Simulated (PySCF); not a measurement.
**[NO2]+ (SMILES O=[N+]=O): wB97X-V/STO-6G**

What is the vertical ionisation energy of [NO2]+ at wB97X-V/STO-6G? Input form: a Python script.

The results are computed with PySCF 2.14.0.

8 further runs of the same task are left out: 8 set aside as unsound or not needed.

## 1. Starting point

The species is [NO2]+ (3 atoms), meant as a singlet with charge +1. As SMILES, `O=[N+]=O`. The coordinates come from a GFN2-xTB relaxation.

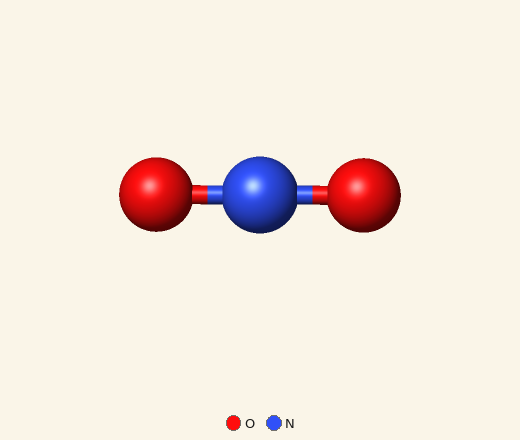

The structure, seen from a chosen angle (oxygen red, nitrogen blue).

## 2. The energy at wB97X-V/STO-6G

input.xyz

```xyz
3
NO2
O     -0.563200     0.911190    -0.206000
N     -0.000010    -0.000010     0.000000
O      0.563210    -0.911180     0.206000
```

run.py

```python
from pyscf import gto, dft

mol = gto.M(
    atom='input.xyz',
    charge=1,
    verbose=4,
    basis='sto-6g',
    max_memory=1860,
    spin=0,
)

calc0 = dft.RKS(mol, xc='wb97x-v')
calc0.nlcgrids.level = 1
calc0.grids.level = 5
calc0.conv_tol = 1e-10
calc0.kernel()
if not calc0.converged:
    calc0 = calc0.newton().run(calc0.mo_coeff, calc0.mo_occ)

e_final = calc0.e_tot
print('Final energy', e_final)
```

Launch:

```sh
$ OMP_NUM_THREADS=1 python run.py
```

What it wrote:

```text
PySCF version 2.14.0

[INPUT] num. atoms = 3
[INPUT] num. electrons = 22
[INPUT] charge = 1
[INPUT] spin (= nelec alpha-beta = 2S) = 0
[INPUT] symmetry False subgroup None
[INPUT] Mole.unit = angstrom
[INPUT] Symbol           X                Y                Z      unit          X                Y                Z       unit  Magmom
[INPUT]  1 O     -0.563200000000   0.911190000000  -0.206000000000 AA   -1.064293753355   1.721899547442  -0.389283581660 Bohr   0.0
[INPUT]  2 N     -0.000010000000  -0.000010000000   0.000000000000 AA   -0.000018897261  -0.000018897261   0.000000000000 Bohr   0.0
[INPUT]  3 O      0.563210000000  -0.911180000000   0.206000000000 AA    1.064312650616  -1.721880650181   0.389283581660 Bohr   0.0

nuclear repulsion = 69.856929396042
number of shells = 9
number of NR pGTOs = 90
number of NR cGTOs = 15
basis = sto-6g
ecp = {}

******** <class 'pyscf.dft.rks.RKS'> ********
method = RKS
initial guess = minao
damping factor = 0
level_shift factor = 0
DIIS = <class 'pyscf.scf.diis.CDIIS'>
diis_start_cycle = 1
diis_space = 8
diis_damp = 0
SCF conv_tol = 1e-10
SCF conv_tol_grad = None
SCF max_cycles = 50
direct_scf = True
direct_scf_tol = 1e-13
XC library pyscf.dft.libxc version 7.0.0
    S. Lehtola, C. Steigemann, M. J.T. Oliveira, and M. A.L. Marques.,  SoftwareX 7, 1–5 (2018)
XC functionals = wb97x-v
    N. Mardirossian and M. Head-Gordon.,  Phys. Chem. Chem. Phys. 16, 9904-9924 (2014)
radial grids:
    Treutler-Ahlrichs [JCP 102, 346 (1995); DOI:10.1063/1.469408] (M4) radial grids

becke partition: Becke, JCP 88, 2547 (1988); DOI:10.1063/1.454033
pruning grids: <function nwchem_prune>
grids dens level: 5
symmetrized grids: False
atomic radii adjust function: <function treutler_atomic_radii_adjust>
** Following is NLC and NLC Grids **
NLC functional = wb97x-v
radial grids:
    Treutler-Ahlrichs [JCP 102, 346 (1995); DOI:10.1063/1.469408] (M4) radial grids

becke partition: Becke, JCP 88, 2547 (1988); DOI:10.1063/1.454033
pruning grids: <function nwchem_prune>
grids dens level: 1
symmetrized grids: False
atomic radii adjust function: <function treutler_atomic_radii_adjust>
small_rho_cutoff = 0
Set gradient conv threshold to 1e-05
Initial guess from minao.
tot grids = 128072
tot grids = 15480
init E= -205.481551594195
  HOMO = -0.384390976059341  LUMO = 0.0779223957367277  gap/eV = 12.58019
cycle= 1 E= -203.530533195767  delta_E= 1.95  |g|= 0.954  |ddm|= 3.02
  HOMO = -0.786892619065154  LUMO = -0.345891784743952  gap/eV = 12.00024
cycle= 2 E= -203.605756507412  delta_E= -0.0752  |g|= 0.829  |ddm|= 2.01
  HOMO = -0.848172053565975  LUMO = -0.309426997911889  gap/eV = 14.66000
cycle= 3 E= -203.769658804587  delta_E= -0.164  |g|= 0.0165  |ddm|= 0.896
  HOMO = -0.846579632421281  LUMO = -0.302028912084887  gap/eV = 14.81798
cycle= 4 E= -203.769735132732  delta_E= -7.63e-05  |g|= 0.00288  |ddm|= 0.021
  HOMO = -0.846488008197473  LUMO = -0.302484182598755  gap/eV = 14.80310
cycle= 5 E= -203.769737389251  delta_E= -2.26e-06  |g|= 0.000569  |ddm|= 0.00506
  HOMO = -0.846534587301251  LUMO = -0.302550260868069  gap/eV = 14.80257
cycle= 6 E= -203.769737365229  delta_E= 2.4e-08  |g|= 0.000737  |ddm|= 0.00153
  HOMO = -0.846543937324148  LUMO = -0.302562221166452  gap/eV = 14.80250
cycle= 7 E= -203.769737499996  delta_E= -1.35e-07  |g|= 6.86e-06  |ddm|= 0.000728
  HOMO = -0.846543774557438  LUMO = -0.302562070601118  gap/eV = 14.80250
cycle= 8 E= -203.769737500008  delta_E= -1.2e-11  |g|= 4.42e-07  |ddm|= 1.17e-05
  HOMO = -0.846543825230512  LUMO = -0.302562065206011  gap/eV = 14.80250
Extra cycle  E= -203.769737500008  delta_E= -1.14e-13  |g|= 3.68e-07  |ddm|= 1.1e-06
converged SCF energy = -203.769737500008
Final energy -203.7697375000077
```

Wall time 9 s (1 thread of Arm Neoverse V2, shared host); peak memory 0.17 GiB.

## 3. Doublet [NO2]2+ at the same level

input.py

```python
from pyscf import gto, dft

mol = gto.Mole()
mol.atom = [
    ('O', (-0.563200, 0.911190, -0.206000)),
    ('N', (-0.000010, -0.000010, -0.000000)),
    ('O', (0.563210, -0.911180, 0.206000)),
]
mol.verbose = 4
mol.charge = 2
mol.max_memory = 1860
mol.spin = 1
mol.basis = 'sto-6g'
mol.build()

mf = dft.UKS(mol)
mf.xc = 'wb97x-v'
mf.conv_tol = 1e-10
mf.nlcgrids.level = 1
mf.grids.level = 5
mf.kernel()
if not mf.converged:
    mf = mf.newton().run(mf.mo_coeff, mf.mo_occ)

energy = mf.e_tot
print('E(%s) = %.9f' % ('WB97X-V', energy))
```

Launch:

```sh
$ OMP_NUM_THREADS=1 python input.py
```

What it wrote:

```text
PySCF version 2.14.0

[INPUT] num. atoms = 3
[INPUT] num. electrons = 21
[INPUT] charge = 2
[INPUT] spin (= nelec alpha-beta = 2S) = 1
[INPUT] symmetry False subgroup None
[INPUT] Mole.unit = angstrom
[INPUT] Symbol           X                Y                Z      unit          X                Y                Z       unit  Magmom
[INPUT]  1 O     -0.563200000000   0.911190000000  -0.206000000000 AA   -1.064293753355   1.721899547442  -0.389283581660 Bohr   0.0
[INPUT]  2 N     -0.000010000000  -0.000010000000   0.000000000000 AA   -0.000018897261  -0.000018897261   0.000000000000 Bohr   0.0
[INPUT]  3 O      0.563210000000  -0.911180000000   0.206000000000 AA    1.064312650616  -1.721880650181   0.389283581660 Bohr   0.0

nuclear repulsion = 69.856929396042
number of shells = 9
number of NR pGTOs = 90
number of NR cGTOs = 15
basis = sto-6g
ecp = {}

******** <class 'pyscf.dft.uks.UKS'> ********
method = UKS
initial guess = minao
damping factor = 0
level_shift factor = 0
DIIS = <class 'pyscf.scf.diis.CDIIS'>
diis_start_cycle = 1
diis_space = 8
diis_damp = 0
SCF conv_tol = 1e-10
SCF conv_tol_grad = None
SCF max_cycles = 50
direct_scf = True
direct_scf_tol = 1e-13
number electrons alpha = 11  beta = 10
XC library pyscf.dft.libxc version 7.0.0
    S. Lehtola, C. Steigemann, M. J.T. Oliveira, and M. A.L. Marques.,  SoftwareX 7, 1–5 (2018)
XC functionals = wb97x-v
    N. Mardirossian and M. Head-Gordon.,  Phys. Chem. Chem. Phys. 16, 9904-9924 (2014)
radial grids:
    Treutler-Ahlrichs [JCP 102, 346 (1995); DOI:10.1063/1.469408] (M4) radial grids

becke partition: Becke, JCP 88, 2547 (1988); DOI:10.1063/1.454033
pruning grids: <function nwchem_prune>
grids dens level: 5
symmetrized grids: False
atomic radii adjust function: <function treutler_atomic_radii_adjust>
** Following is NLC and NLC Grids **
NLC functional = wb97x-v
radial grids:
    Treutler-Ahlrichs [JCP 102, 346 (1995); DOI:10.1063/1.469408] (M4) radial grids

becke partition: Becke, JCP 88, 2547 (1988); DOI:10.1063/1.454033
pruning grids: <function nwchem_prune>
grids dens level: 1
symmetrized grids: False
atomic radii adjust function: <function treutler_atomic_radii_adjust>
small_rho_cutoff = 0
Set gradient conv threshold to 1e-05
tot grids = 128072
tot grids = 15480
init E= -205.481551594195
[... the frontier-level lines of each cycle are left out ...]



cycle= 1 E= -202.646876108505  delta_E= 2.83  |g|= 0.578  |ddm|= 2.19
cycle= 2 E= -202.709539217324  delta_E= -0.0627  |g|= 0.526  |ddm|= 1.33
cycle= 3 E= -202.840667860298  delta_E= -0.131  |g|= 0.0249  |ddm|= 0.562
cycle= 4 E= -202.841670176043  delta_E= -0.001  |g|= 0.0093  |ddm|= 0.0493
cycle= 5 E= -202.841869861057  delta_E= -0.0002  |g|= 0.00184  |ddm|= 0.0301
cycle= 6 E= -202.841876082471  delta_E= -6.22e-06  |g|= 0.000457  |ddm|= 0.00571
cycle= 7 E= -202.841876478864  delta_E= -3.96e-07  |g|= 0.000166  |ddm|= 0.00172
cycle= 8 E= -202.84187649416  delta_E= -1.53e-08  |g|= 8.39e-05  |ddm|= 0.000244
cycle= 9 E= -202.841876500459  delta_E= -6.3e-09  |g|= 5.48e-06  |ddm|= 0.000158
cycle= 10 E= -202.841876500508  delta_E= -4.84e-11  |g|= 9.34e-07  |ddm|= 1.52e-05
Extra cycle  E= -202.841876500509  delta_E= -1.42e-12  |g|= 3.39e-07  |ddm|= 2.28e-06
converged SCF energy = -202.841876500509  <S^2> = 0.78218793  2S+1 = 2.031933
E(WB97X-V) = -202.841876501
```

Wall time 11 s (1 thread of Arm Neoverse V2, shared host); peak memory 0.18 GiB.

## 4. Summary of results

Level: wB97X-V/STO-6G.

```
                                            quantity          value
                        singlet [NO2]+: total energy  -203.76974 Eh
                         singlet [NO2]+: HOMO energy      -23.04 eV
                         singlet [NO2]+: LUMO energy       -8.23 eV
                       singlet [NO2]+: HOMO–LUMO gap       14.80 eV
                       doublet [NO2]2+: total energy  -202.84188 Eh
 doublet [NO2]2+: HOMO energy (highest over α and β)      -35.93 eV
  doublet [NO2]2+: LUMO energy (lowest over α and β)      -27.36 eV
                               doublet [NO2]2+: ⟨S²⟩          0.782
vertical ionisation energy (to the doublet dication)      25.248 eV
```

The vertical ionisation energy comes to 25.25 eV (2436 kJ/mol). −ε(HOMO) before ionisation, 23.04 eV, is 2.21 eV below this ionisation energy. In a minimal basis such a difference can be off by several eV, whatever the method. Mulliken charges (singlet [NO2]+) run from +0.24 on O1 to +0.51 on N2; they depend strongly on the basis.
